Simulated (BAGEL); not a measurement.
# NO2F (nitryl fluoride): RI-MP2/cc-pVTZ (density fitting with cc-pvqz-jkfit)

What is the energy change on altering one bond length of NO2F (nitryl fluoride) at RI-MP2/cc-pVTZ (density fitting with cc-pvqz-jkfit)? 

The results are computed with BAGEL 1.2.2.

## 1. The molecule

The species is NO2F (4 atoms), meant as a singlet with charge 0. SMILES: `O=[N+]([O-])F`. The coordinates come from a PBE0-D4/def2-TZVP relaxation.

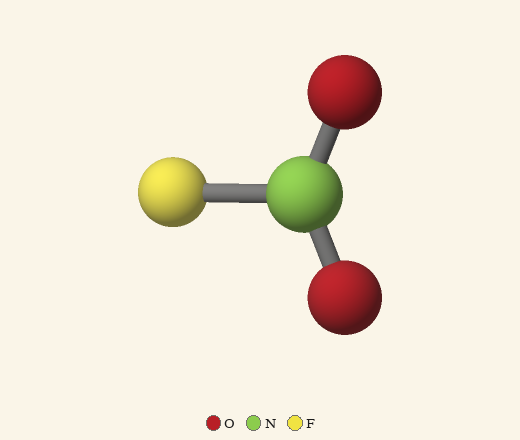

The structure, seen from a chosen angle (oxygen red, nitrogen green, fluorine yellow).

## 2. A single-point energy at RI-MP2/cc-pVTZ (density fitting with cc-pvqz-jkfit)

The input, input.json:

```json
{ "bagel" : [

{
  "title" : "molecule",
  "basis" : "cc-pvtz.json",
  "df_basis" : "cc-pvqz-jkfit",
  "angstrom" : true,
  "geometry" : [
    { "atom" : "O", "xyz" : [       0.188290,       0.469930,       1.120250 ] },
    { "atom" : "N", "xyz" : [       0.079720,      -0.071800,       0.089140 ] },
    { "atom" : "O", "xyz" : [       0.476580,      -1.068680,      -0.376880 ] },
    { "atom" : "F", "xyz" : [      -0.744590,       0.670550,      -0.832510 ] }
  ]
},

{ "title" : "hf" },

{ "title" : "mp2", "ncore" : 4 }

]}
```

The basis set cc-pVTZ is read from a file made from the Basis Set Exchange's data (not shown).

Command:

```sh
$ BAGEL_NUM_THREADS=1 BAGEL input.json > input.out
```

Output:

```text
* using 1 threads per process

  ===============================================================
  ===============================================================

  *** Geometry ***

  { "atom" : "O", "xyz" : [      0.355817,      0.888039,      2.116966 ] },
  { "atom" : "N", "xyz" : [      0.150649,     -0.135682,      0.168450 ] },
  { "atom" : "O", "xyz" : [      0.900606,     -2.019513,     -0.712200 ] },
  { "atom" : "F", "xyz" : [     -1.407071,      1.267156,     -1.573216 ] },

  Number of auxiliary basis functions:      424

  Since a DF basis is specified, we compute 2- and 3-index integrals:
    o Being stored without compression. Storage requirement is 0.049 GB

  Number of basis functions:      120
  Number of electrons      :       32

    * METHOD: MOLECULE                             0.22

  *** RHF ***

  === Nuclear Repulsion ===
   124.4765062625

      * DIIS with orbital gradients will be used.

  === RHF iteration (cc-pvtz.json) ===
      0       -303.22066533          0.02624925           0.07
      1       -303.33080018          0.02246803           0.07
      2       -303.52954031          0.00146262           0.07
      3       -303.53198523          0.00053482           0.07
      4       -303.53238298          0.00025020           0.07
      5       -303.53249429          0.00010264           0.07
      6       -303.53250618          0.00004883           0.06
      7       -303.53250917          0.00001536           0.06
      8       -303.53250929          0.00000712           0.06
      9       -303.53250932          0.00000166           0.06
     10       -303.53250932          0.00000063           0.07
     11       -303.53250932          0.00000026           0.07
     12       -303.53250932          0.00000012           0.07
     13       -303.53250932          0.00000005           0.07
     14       -303.53250932          0.00000001           0.06
     15       -303.53250932          0.00000000           0.06
    * SCF iteration converged.

    * Permanent dipole moment:
           (   -0.016741,     0.015089,    -0.018723) a.u.

    * METHOD: HF                                   1.17

  *** RHF ***

  === Nuclear Repulsion ===
   124.4765062625

      * DIIS with orbital gradients will be used.

  === RHF iteration (cc-pvtz.json) ===
      0       -303.53250932          0.00000000           0.06
    * SCF iteration converged.

    * Permanent dipole moment:
           (   -0.016741,     0.015089,    -0.018723) a.u.

  === DF-MP2 calculation ===

    * freezing 4 orbitals
    * 3-index integral transformation done
    * assembly done

      MP2 correlation energy:   -0.9495204435      0.07

      MP2 total energy:       -304.4820297674

    * METHOD: MP2                                  0.19

  ===============================================================
```

It took 1.7 s on 1 thread of Arm Neoverse V1, shared host.

## 3. The distorted shape

The input, calc.json:

```json
{ "bagel" : [

{
  "title" : "molecule",
  "basis" : "cc-pvtz.json",
  "df_basis" : "cc-pvqz-jkfit",
  "angstrom" : true,
  "geometry" : [
    { "atom" : "O", "xyz" : [       0.311961,       0.358556,       1.258525 ] },
    { "atom" : "N", "xyz" : [       0.203391,      -0.183174,       0.227415 ] },
    { "atom" : "O", "xyz" : [       0.600251,      -1.180054,      -0.238605 ] },
    { "atom" : "F", "xyz" : [      -0.744590,       0.670550,      -0.832510 ] }
  ]
},

{ "title" : "hf" },

{ "title" : "mp2", "ncore" : 4 }

]}
```

The basis set cc-pVTZ is read from a file made from the Basis Set Exchange's data (not shown).

Command:

```sh
$ BAGEL_NUM_THREADS=1 BAGEL calc.json > calc.out
```

Output:

```text
* using 1 threads per process

  ===============================================================
  ===============================================================

  *** Geometry ***

  { "atom" : "O", "xyz" : [      0.589521,      0.677573,      2.378268 ] },
  { "atom" : "N", "xyz" : [      0.384353,     -0.346149,      0.429752 ] },
  { "atom" : "O", "xyz" : [      1.134310,     -2.229979,     -0.450898 ] },
  { "atom" : "F", "xyz" : [     -1.407071,      1.267156,     -1.573216 ] },

  Number of auxiliary basis functions:      424

  Since a DF basis is specified, we compute 2- and 3-index integrals:
    o Being stored without compression. Storage requirement is 0.049 GB

  Number of basis functions:      120
  Number of electrons      :       32

    * METHOD: MOLECULE                             0.22

  *** RHF ***

  === Nuclear Repulsion ===
   118.6414982302

      * DIIS with orbital gradients will be used.

  === RHF iteration (cc-pvtz.json) ===
      0       -303.14041934          0.02645460           0.06
      1       -303.18861386          0.02579133           0.06
      2       -303.49531941          0.00166478           0.06
      3       -303.49822184          0.00107861           0.06
      4       -303.49927875          0.00038183           0.06
      5       -303.49956951          0.00020991           0.07
      6       -303.49965023          0.00007261           0.07
      7       -303.49966045          0.00001868           0.07
      8       -303.49966064          0.00000841           0.07
      9       -303.49966068          0.00000236           0.07
     10       -303.49966068          0.00000114           0.06
     11       -303.49966068          0.00000027           0.06
     12       -303.49966068          0.00000015           0.06
     13       -303.49966068          0.00000005           0.06
     14       -303.49966068          0.00000001           0.06
     15       -303.49966068          0.00000000           0.06
    * SCF iteration converged.

    * Permanent dipole moment:
           (   -0.313443,     0.282288,    -0.350460) a.u.

    * METHOD: HF                                   1.13

  *** RHF ***

  === Nuclear Repulsion ===
   118.6414982302

      * DIIS with orbital gradients will be used.

  === RHF iteration (cc-pvtz.json) ===
      0       -303.49966068          0.00000000           0.06
    * SCF iteration converged.

    * Permanent dipole moment:
           (   -0.313443,     0.282288,    -0.350460) a.u.

  === DF-MP2 calculation ===

    * freezing 4 orbitals
    * 3-index integral transformation done
    * assembly done

      MP2 correlation energy:   -0.9773620428      0.07

      MP2 total energy:       -304.4770227256

    * METHOD: MP2                                  0.21

  ===============================================================
```

Run time: 1.7 s. Hardware: 1 thread of Arm Neoverse V1, shared host.

## 4. Results

Level: RI-MP2/cc-pVTZ (density fitting with cc-pvqz-jkfit), 4 core orbitals frozen.

| quantity | value |
| --- | --- |
| first shape: total energy | -304.48203 Eh |
| first shape: correlation energy (4 core orbitals frozen) | -949.5 mEh |
| distorted shape: total energy | -304.47702 Eh |
| distorted shape: correlation energy (4 core orbitals frozen) | -977.4 mEh |
| energy change with the N2–F4 bond stretched from 1.442 to 1.659 Å | 0.136 eV |

**Reading.** With the N2–F4 bond stretched from 1.442 to 1.659 Å the energy rises by 0.14 eV (13.1 kJ/mol). The first shape isn't relaxed at this level, so the change isn't measured from a minimum.
